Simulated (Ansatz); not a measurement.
# One shape, several levels: triplet ZrO2

Aim: a comparison of 6 runs (UHF/def2-TZVP, U-wB97X/def2-TZVP, UB2PLYP/def2-TZVP, UB3LYP/def2-TZVP, UBLYP/def2-TZVP, UCCSD/def2-TZVP) of triplet ZrO2. 

Program for the calculation: Ansatz 0.2.0.

2 further runs of the same task are left out: 2 set aside as unsound or not needed.

## 1. The structure to begin with

ZrO2: 3 atoms, total charge 0, spin state triplet. SMILES of the parent species: `[O]=[Zr]=[O]`. The shape is that of a PBE0-D4/def2-TZVP optimisation. That shape belongs to the parent species and isn't relaxed for this state.

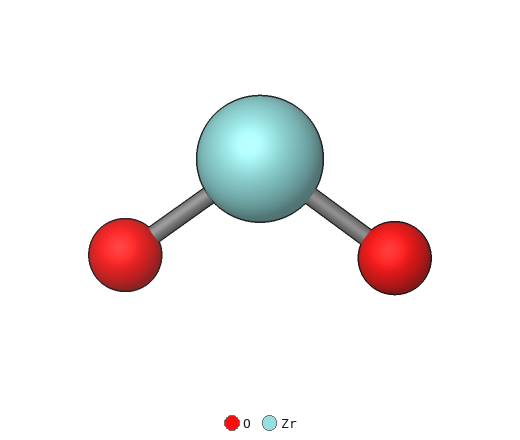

The structure, seen from a chosen angle (oxygen red, zirconium light teal).

## 2. A single-point energy at UHF/def2-TZVP (core potential) (run 1)

Contents of job.yaml:

```yaml
crystal:
  periodic: [false, false, false]
  atoms:
    - {symbol: O, position_ang: [0.654500, 1.252500, 0.388400]}
    - {symbol: Zr, position_ang: [0.348500, -0.481700, 0.351800]}
    - {symbol: O, position_ang: [-1.003000, -0.770800, -0.740100]}
basis:
  gaussian: {orbitals: def2-TZVP}
magnetization: {spin_polarized: true, initial_magnetization: 2}
hamiltonian: {xc: hf}
accuracy: high
output: {orbitals: {seedname: orbitals}}
```

Started as:

```sh
$ ansatz run job.yaml --threads 1 --pin off --max-ram 3480MiB --events-out events.jsonl --progress --plain --runs-dir runs
```

The log of the run, shortened:

```text
Warning: RAYON_NUM_THREADS=1 ignored (pool sized by the plan → 1); use --threads N
Functional definition: HF
  name "HF"
[...]
1687 factors; integrals over basis functions are off by at most 3.4e-9 eV
[...]
mean field -5341.28407255 eV, -196.2885692139 hartree, gradient 2.4e-8 eV, S^2 2.064647; 5 other end points of the search recorded, 0 dependent functions left out
reference -5341.28407255 eV, -196.2885692139 hartree; 15, 13 occupied and 87, 89 virtual orbitals, 1687 factors
Total energy: -5341.28407255 eV, -196.2885692139 hartree
```

It took 35 s on 1 thread of Intel Xeon Platinum 8488C (Sapphire Rapids), shared host; peak memory 0.3 GiB.

## 3. The energy at U-wB97X/def2-TZVP (core potential) (run 2)

Contents of input.yaml:

```yaml
crystal:
  periodic: [false, false, false]
  atoms:
    - symbol: O
      position_ang: [0.654500, 1.252500, 0.388400]
    - symbol: Zr
      position_ang: [0.348500, -0.481700, 0.351800]
    - symbol: O
      position_ang: [-1.003000, -0.770800, -0.740100]
basis:
  gaussian:
    orbitals: def2-TZVP
magnetization:
  spin_polarized: true
  initial_magnetization: 2
hamiltonian:
  xc: {name: wB97X}
accuracy: high
output: {orbitals: {seedname: orbitals}}
```

Started as:

```sh
$ ansatz run input.yaml --threads 1 --pin off --max-ram 3480MiB --events-out events.jsonl --progress --plain --runs-dir runs
```

The log of the run, shortened:

```text
Warning: RAYON_NUM_THREADS=1 ignored (pool sized by the plan → 1); use --threads N
Functional definition: wB97X
  name "wB97X"
[...]
      + exact_x_lr(omega)
[...]
      + integral(e_c_pw_opposite_spin*poly(b97_u_opposite, 1, cos1, cos2, cos3, cos4))
1687 factors; integrals over basis functions are off by at most 3.4e-9 eV
339 factors; integrals over basis functions are off by at most 1.2e-9 eV
[...]
mean field -5373.37552202 eV, -197.4679082294 hartree, gradient 8.3e-8 eV, S^2 2.039704; 5 other end points of the search recorded, 0 dependent functions left out
reference -5373.37551977 eV, -197.4679081468 hartree; 15, 13 occupied and 87, 89 virtual orbitals, 1687 factors
Total energy: -5373.37551977 eV, -197.4679081468 hartree
```

Run time: 1.7 min. Hardware: 1 thread of Intel Xeon Platinum 8488C (Sapphire Rapids), shared host; peak memory 0.88 GiB.

Runs 3 to 4 aren't shown in full; the table further down has their settings and results.

## 4. The energy at UBLYP/def2-TZVP (core potential) (run 5)

Contents of input.yaml:

```yaml
crystal:
  periodic: [false, false, false]
  atoms:
    - {symbol: O, position_ang: [0.654500, 1.252500, 0.388400]}
    - {symbol: Zr, position_ang: [0.348500, -0.481700, 0.351800]}
    - {symbol: O, position_ang: [-1.003000, -0.770800, -0.740100]}
basis:
  gaussian: {orbitals: def2-TZVP}
magnetization: {spin_polarized: true, initial_magnetization: 2}
hamiltonian: {xc: {name: BLYP}}
accuracy: high
output: {orbitals: {seedname: orbitals}}
```

Started as:

```sh
$ ansatz run input.yaml --threads 1 --pin off --max-ram 3480MiB --events-out events.jsonl --progress --plain --runs-dir runs
```

The log of the run, shortened:

```text
Warning: RAYON_NUM_THREADS=1 ignored (pool sized by the plan → 1); use --threads N
Functional definition: BLYP
  name "BLYP"
[...]
1687 factors; integrals over basis functions are off by at most 3.4e-9 eV
[...]
mean field -5374.81631040 eV, -197.5208562257 hartree, gradient 4.8e-8 eV, S^2 2.007532; 11 other end points of the search recorded, 0 dependent functions left out
reference -5374.81635158 eV, -197.5208577390 hartree; 15, 13 occupied and 87, 89 virtual orbitals, 1687 factors
Total energy: -5374.81635158 eV, -197.5208577390 hartree
```

Run time: 52 s. Hardware: 1 thread of Intel Xeon Platinum 8488C (Sapphire Rapids), shared host; peak memory 0.36 GiB.

## 5. The energy at UCCSD/def2-TZVP (core potential) (run 6)

Contents of in.yaml:

```yaml
crystal:
  periodic: [false, false, false]
  atoms:
    - {symbol: O, position_ang: [0.654500, 1.252500, 0.388400]}
    - {symbol: Zr, position_ang: [0.348500, -0.481700, 0.351800]}
    - {symbol: O, position_ang: [-1.003000, -0.770800, -0.740100]}
basis:
  gaussian:
    orbitals: def2-TZVP
magnetization:
  spin_polarized: true
  initial_magnetization: 2
correlation:
  method: ccsd
  frozen_orbitals: {O: 1, Zr: 0}
accuracy: high
scf:
  omitted_lower_state_checks: [cluster_reference, increment]
```

Started as:

```sh
$ ansatz run in.yaml --threads 1 --pin off --max-ram 3480MiB --events-out events.jsonl --progress --plain --runs-dir runs
```

The log of the run:

```text
Warning: RAYON_NUM_THREADS=1 ignored (pool sized by the plan → 1); use --threads N
[... 19 lines left out ...]
2 core orbitals not correlated: weight in the atoms' cores, before any rotation towards them, 1.000 or more for the frozen orbitals, at most 0.000 for the correlated occupied ones
[... 53 lines left out ...]
Total energy: -5361.29262841 eV, -197.0238700794 hartree
Checks for a lower state left out: cluster_reference, increment
```

Wall time 1.8 min (1 thread of Intel Xeon Platinum 8488C (Sapphire Rapids), shared host); peak memory 1.2 GiB.

## 6. The series

```tsv
run	level	frozen core orbitals	energy (Eh)	HOMO energy (eV)	⟨S²⟩	wall time
1	UHF/def2-TZVP (core potential)	–	-196.288569	-7.07	2.065	35 s
2	U-wB97X/def2-TZVP (core potential)	–	-197.467908	-6.81	2.040	1.7 min
3	UB2PLYP/def2-TZVP (core potential)	2	-197.351569	-5.82	2.075	32 s
4	UB3LYP/def2-TZVP (core potential)	–	-197.555299	-5.00	2.023	15 s
5	UBLYP/def2-TZVP (core potential)	–	-197.520858	-4.20	2.008	52 s
6	UCCSD/def2-TZVP (core potential)	2	-197.023870	–	2.065	1.8 min
```

## 7. What came out

```
                                          quantity          value
                               run 6: total energy  -197.02387 Eh
run 6: correlation energy (2 core orbitals frozen)     -735.3 mEh
          run 6: ⟨S²⟩ of the reference determinant          2.065
                              run 6: T1 diagnostic          0.057
```

**Reading.** Totals of different functionals can't be ranked against each other. All runs together took 5.7 min, the longest 1.8 min.
